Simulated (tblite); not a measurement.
**Nudged elastic band, with input and output: C4H11NSi**

C4H11NSi, computed with GFN2-xTB climbing-image nudged elastic band, gas phase (tblite 0.8.0).

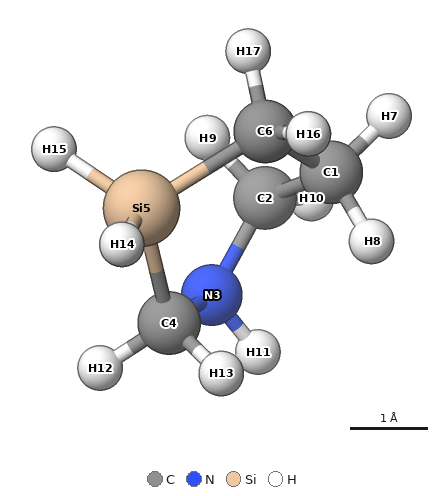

Fig. 1: The structure as given in the input (ball-and-stick view, seen at a tilt; atoms are numbered from 1 in the order of the input). Bond lengths as drawn: C–C 1.53 to 1.54 Å, C–H 1.09 to 1.10 Å, C–N 1.45 to 1.46 Å, C–Si 1.91 Å, H–N 1.01 Å and H–Si 1.47 Å.

**Results in brief**

| quantity | value |
| --- | --- |
| outcome | converged |
| forward barrier | 0.066 eV |
| hardware | 1 CPU thread, shared host |
| wall time | 1.1 s |
| peak memory | 0.2 GiB |

**Input file**
```
{"job": {"xc": "GFN2-xTB", "basis": "xTB", "kind": "neb"}, "charge": 0, "multiplicity": 1}
C     -0.644728    -1.149701     0.498961
C     -1.237113    -0.337739    -0.661789
N     -1.149304     1.104080    -0.517556
C      0.088287     1.621755     0.056713
Si     1.574791     0.453483    -0.183686
C      0.878741    -1.233906     0.376024
H     -1.078940    -2.152520     0.503036
H     -0.918994    -0.670616     1.442418
H     -0.707083    -0.613425    -1.582074
H     -2.292112    -0.586873    -0.801202
H     -1.938903     1.449862     0.016746
H      0.273055     2.602642    -0.392014
H     -0.012891     1.797933     1.139085
H      2.675149     0.903525     0.677313
H      2.014595     0.416290    -1.582548
H      1.308001    -1.557932     1.324900
H      1.132873    -2.003847    -0.353991
```

The first line tells a small driver script what to run in tblite; the rest is the geometry in Å.

Run as:
```bash
OMP_NUM_THREADS=1 python <driver script> task.json out
```

**What the program printed**
```
image   E - E0 / eV
  0       0.0000
  1       0.0175
  2       0.0656
  3       0.0490
  4       0.0061
  5      -0.0125
  6      -0.0180
```
